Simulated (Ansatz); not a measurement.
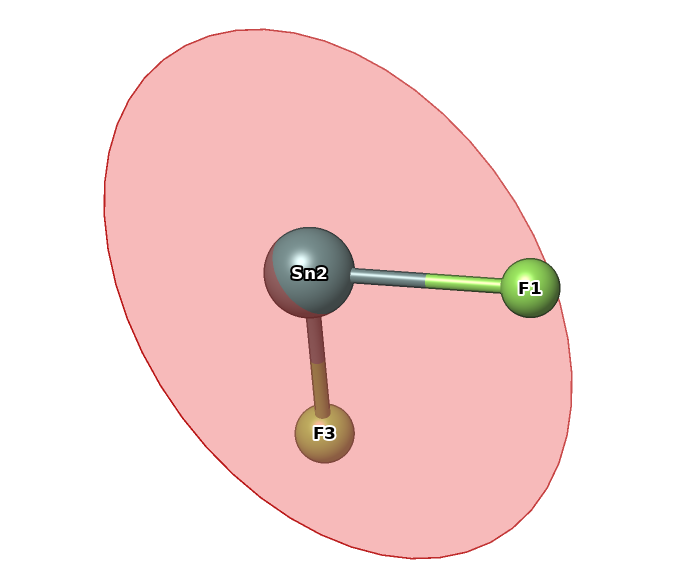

A disc through the centre of mass is drawn in. Depth is shown by fading: the farther an atom, the more it takes the colour of the background. The computed structure is the end point of a PBE0-D4/def2-TZVP optimisation.

Is the plane of the disc a mirror plane of the structure?

Yes. The reflection leaves Sn2 in place and moves F1 ↔ F3. The point group is C2v.
